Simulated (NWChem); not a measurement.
# SiH3O (SMILES O[SiH2]) at 5 levels

We compute a comparison of 5 runs (UHF/def2-SVP, UPBE/6-31G*, U-r2SCAN/pcseg-1, UCAM-B3LYP/cc-pVDZ, UPBE0/def2-SVP) of SiH3O. 

The calculation is run with NWChem 7.3.0.

**1. The system as given**

SiH3O: 5 atoms, total charge 0, spin state doublet. SMILES: `O[SiH2]`. The coordinates come from a GFN2-xTB relaxation. This is one conformer, not always the lowest.

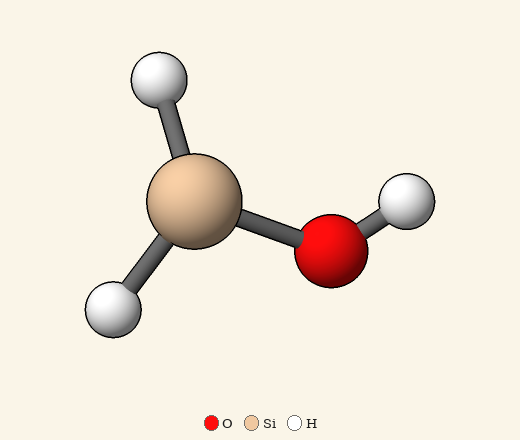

The structure, seen from a chosen angle (oxygen red, silicon light orange, hydrogen white).

**2. Energy and forces at UHF/def2-SVP (run 1)**

The input, mymol.xyz:

```xyz
5

O      0.557310    -0.433760     0.798460
Si     0.001930     0.341950    -0.533940
H      0.725690    -1.370660     0.814800
H     -1.244820    -0.253580    -1.000760
H     -0.040110     1.716040    -0.078560
```

The input, run.py:

```python
from ase.io import read
from ase.calculators.nwchem import NWChem

molecule = read('mymol.xyz')

calc = NWChem(
    label='mymol',
    theory='scf',
    memory='2200 mb',
    basis='def2-SVP',
    basispar='spherical bse',
    scf={'nopen': '1', 'uhf': None, 'thresh': '1e-08', 'maxiter': '80'},
)
molecule.calc = calc

forces = molecule.get_forces()
e = molecule.get_potential_energy()
print(f"E = {e:.6f} eV")
print("forces (eV/A):")
for s, f in zip(molecule.symbols, forces):
    print(f"{s:2s} {f[0]:10.5f} {f[1]:10.5f} {f[2]:10.5f}")
```

Command:

```sh
export ASE_NWCHEM_COMMAND="nwchem PREFIX.nwi > PREFIX.nwo"
python run.py
```

The log of the run:

```text
E = -9942.389299 eV
forces (eV/A):
O     0.36541   -1.01785    0.51396
Si    0.72207   -0.21824   -0.16717
H    -0.11369    0.52846   -0.06798
H    -0.60169    0.02417   -0.16347
H    -0.37209    0.68340   -0.11534
```

The calculator wrote mymol.nwi:

```
title "mymol"

permanent_dir mymol

scratch_dir mymol

start mymol

geometry units angstrom nocenter noautosym noautoz
  O  5.5730999999999997e-01 -4.3375999999999998e-01 7.9845999999999995e-01
  Si 1.9300000000000001e-03 3.4194999999999998e-01 -5.3393999999999997e-01
  H  7.2568999999999995e-01 -1.3706600000000000e+00 8.1479999999999997e-01
  H  -1.2448200000000000e+00 -2.5358000000000003e-01 -1.0007600000000001e+00
  H  -4.0110000000000000e-02 1.7160400000000000e+00 -7.8560000000000005e-02
end

memory 2200 mb

basis spherical bse noprint
   * library def2-SVP
end

scf
  nopen 1
  uhf
  thresh 1e-08
  maxiter 80
end

task scf gradient
```

mymol.nwo (excerpt; [...] marks lines left out):

```text
[...]
      One electron energy =   -621.481571636378
[... 1 line left out ...]
 Nuclear repulsion energy =     58.013671690713
[... 35 lines left out ...]
          Final beta eigenvalues
[... 190 lines left out ...]
                     UHF Final Beta Molecular Orbital Analysis
[...]
  wavefunction    =   UHF
                         UHF ENERGY GRADIENTS
    atom               coordinates                        gradient
                 x          y          z           x          y          z
   1 O       1.053163  -0.819688   1.508871   -0.007106   0.019794  -0.009995
   2 Si      0.003647   0.646192  -1.009000   -0.014042   0.004244   0.003251
   3 H       1.371355  -2.590172   1.539749    0.002211  -0.010277   0.001322
   4 H      -2.352369  -0.479197  -1.891162    0.011701  -0.000470   0.003179
   5 H      -0.075797   3.242845  -0.148457    0.007236  -0.013290   0.002243
[...]
```

Run time: 3.9 s. Hardware: 1 thread of Intel Xeon Platinum 8488C (Sapphire Rapids), shared host; peak memory 0.098 GiB.

**3. Energy and forces at UPBE/6-31G(d) (spherical functions) (run 2)**

The input, struct.nw:

```
echo
start struct
title "H3OSi PBE"
memory 2200 mb
charge 0

geometry units angstrom noautosym nocenter noautoz
O      0.557310    -0.433760     0.798460
Si     0.001930     0.341950    -0.533940
H      0.725690    -1.370660     0.814800
H     -1.244820    -0.253580    -1.000760
H     -0.040110     1.716040    -0.078560
end

basis spherical bse
* library 6-31G*
end

dft
xc xpbe96 cpbe96
mult 2
grid xfine
convergence energy 1e-08
maxiter 100
mulliken
end

task dft gradient
```

Command:

```sh
nwchem struct.nw > struct.out
```

The log of the run:

```text
[...]
          Wavefunction type:  spin polarized.
          No. of atoms     :     5
          No. of electrons :    25
[...]
          Charge           :     0
          Spin multiplicity:     2
[...]
          AO basis - number of functions:    38
[...]
              XC Information
              --------------
          PerdewBurkeErnzerhof Exchange Functional  1.000
            Perdew 1991 LDA Correlation Functional  1.000 local
           PerdewBurkeErnz. Correlation Functional  1.000 non-local
[...]
 d= 0,ls=0.0,diis     1   -366.1680751881 -4.24D+02  1.94D-02  1.22D-01     1.3
[...]
 d= 0,ls=0.0,diis     8   -366.2240212498 -7.32D-09  2.26D-06  4.33D-09     9.0
[...]
         Total DFT energy =     -366.224021249800
      One electron energy =     -621.865344730495
           Coulomb energy =      228.044855306527
    Exchange-Corr. energy =      -30.417203516545
 Nuclear repulsion energy =       58.013671690713
[...]
      Total Density - Mulliken Population Analysis
     ---------------------------------------------
    Atom       Charge   Shell Charges
 -----------   ------   -------------------------------------------------------
    1 O    8     8.65   2.00  0.90  2.94  0.93  1.86  0.02
    2 Si  14    13.69   2.00  2.00  5.96  1.01  1.74  0.33  0.47  0.19
    3 H    1     0.58   0.48  0.10
    4 H    1     1.06   0.51  0.55
    5 H    1     1.03   0.51  0.52
[...]
      <S2> =      0.7511 (Exact =     0.7500)
[...]
  wavefunction    = open shell
                         DFT ENERGY GRADIENTS
    atom               coordinates                        gradient
                 x          y          z           x          y          z
   1 O       1.053163  -0.819688   1.508871   -0.007584  -0.008752  -0.025479
   2 Si      0.003647   0.646192  -1.009000   -0.016333   0.005074   0.019018
   3 H       1.371355  -2.590172   1.539749   -0.002309   0.020516   0.003425
   4 H      -2.352369  -0.479197  -1.891162    0.019600   0.002843   0.006269
   5 H      -0.075797   3.242845  -0.148457    0.006627  -0.019681  -0.003233
[...]
```

Run time: 12 s. Hardware: 1 thread of Intel Xeon Platinum 8488C (Sapphire Rapids), shared host; peak memory 0.12 GiB.

Runs 3 to 4 aren't shown in full; the table further down has their settings and results.

**4. Energy and gradient at UPBE0/def2-SVP (run 5)**

The input, run.py:

```python
from ase import Atoms
from ase.calculators.nwchem import NWChem

system = Atoms(['O', 'Si', 'H', 'H', 'H'], positions=[
    [0.557310, -0.433760, 0.798460],
    [0.001930, 0.341950, -0.533940],
    [0.725690, -1.370660, 0.814800],
    [-1.244820, -0.253580, -1.000760],
    [-0.040110, 1.716040, -0.078560],
])

calc = NWChem(
    label='h3osi',
    theory='dft',
    memory='2200 mb',
    basis='def2-SVP',
    basispar='spherical bse',
    dft={'xc': 'pbe0', 'mult': '2', 'grid': 'xfine', 'convergence': 'energy 1e-08', 'iterations': '100', 'mulliken': None},
)
system.calc = calc

forces = system.get_forces()
print("Total energy (eV):", round(system.get_potential_energy(), 6))
print("forces (eV/A):")
for s, f in zip(system.symbols, forces):
    print(f"{s:2s} {f[0]:10.5f} {f[1]:10.5f} {f[2]:10.5f}")
```

Command:

```sh
export ASE_NWCHEM_COMMAND="nwchem PREFIX.nwi > PREFIX.nwo"
python run.py
```

The log of the run:

```text
Total energy (eV): -9962.992406
forces (eV/A):
O     0.35435   -0.10686    0.90004
Si    0.79293   -0.25876   -0.57258
H     0.02623   -0.42773   -0.11585
H    -0.84486   -0.11128   -0.27171
H    -0.32864    0.90467    0.06006
```

The calculator wrote h3osi.nwi:

```
title "h3osi"

permanent_dir h3osi

scratch_dir h3osi

start h3osi

geometry units angstrom nocenter noautosym noautoz
  O  5.5730999999999997e-01 -4.3375999999999998e-01 7.9845999999999995e-01
  Si 1.9300000000000001e-03 3.4194999999999998e-01 -5.3393999999999997e-01
  H  7.2568999999999995e-01 -1.3706600000000000e+00 8.1479999999999997e-01
  H  -1.2448200000000000e+00 -2.5358000000000003e-01 -1.0007600000000001e+00
  H  -4.0110000000000000e-02 1.7160400000000000e+00 -7.8560000000000005e-02
end

memory 2200 mb

basis spherical bse noprint
   * library def2-SVP
end

dft
  xc pbe0
  mult 2
  grid xfine
  convergence energy 1e-08
  iterations 100
  mulliken
end

task dft gradient
```

h3osi.nwo (excerpt; [...] marks lines left out):

```text
[...]
      One electron energy =     -621.673333413250
[... 2 lines left out ...]
 Nuclear repulsion energy =       58.013671690713
[... 785 lines left out ...]
          Convergence on energy requested:  1.00D-08
[... 23 lines left out ...]
          Spatial weights used:  Erf1
[...]
  wavefunction    = open shell
                         DFT ENERGY GRADIENTS
    atom               coordinates                        gradient
                 x          y          z           x          y          z
   1 O       1.053163  -0.819688   1.508871   -0.006891   0.002078  -0.017503
   2 Si      0.003647   0.646192  -1.009000   -0.015420   0.005032   0.011135
   3 H       1.371355  -2.590172   1.539749   -0.000510   0.008318   0.002253
   4 H      -2.352369  -0.479197  -1.891162    0.016430   0.002164   0.005284
   5 H      -0.075797   3.242845  -0.148457    0.006391  -0.017593  -0.001168
[...]
```

It took 15 s on 1 thread of Intel Xeon Platinum 8488C (Sapphire Rapids), shared host; peak memory 0.12 GiB.

**5. The series**

| run | level | iteration cap | module | energy (Eh) | dipole moment (D) | HOMO energy (eV) | LUMO energy (eV) | wall time |
| --- | --- | --- | --- | --- | --- | --- | --- | --- |
| 1 | UHF/def2-SVP | 80 | scf | -365.376071 | 1.49 | -8.63 | 1.99 | 3.9 s |
| 2 | UPBE/6-31G* (spherical functions) | 100 | dft | -366.224021 | 1.36 | -4.30 | -2.63 | 12 s |
| 3 | U-r2SCAN/pcseg-1 | 100 | dft | -366.396361 | 1.36 | – | – | 20 s |
| 4 | UCAM-B3LYP/cc-pVDZ | 100 | dft | -366.464803 | 1.33 | -6.75 | -0.81 | 25 s |
| 5 | UPBE0/def2-SVP | 100 | dft | -366.133221 | 1.34 | -5.58 | -1.77 | 15 s |

**6. Outcome**

```
                                 quantity          value
                      run 5: total energy  -366.13322 Eh
                     run 5: dipole moment         1.34 D
run 5: HOMO energy (highest over α and β)       -5.58 eV
 run 5: LUMO energy (lowest over α and β)       -1.77 eV
                              run 5: ⟨S²⟩          0.751
          run 5: largest force on an atom     1.012 eV/Å
```

The dipole moment (its size) runs from 1.33 D (UCAM-B3LYP/cc-pVDZ) to 1.49 D (UHF/def2-SVP). The two ends differ in method and basis. Totals of different functionals can't be ranked against each other. All runs together took 76 s, the longest 25 s.
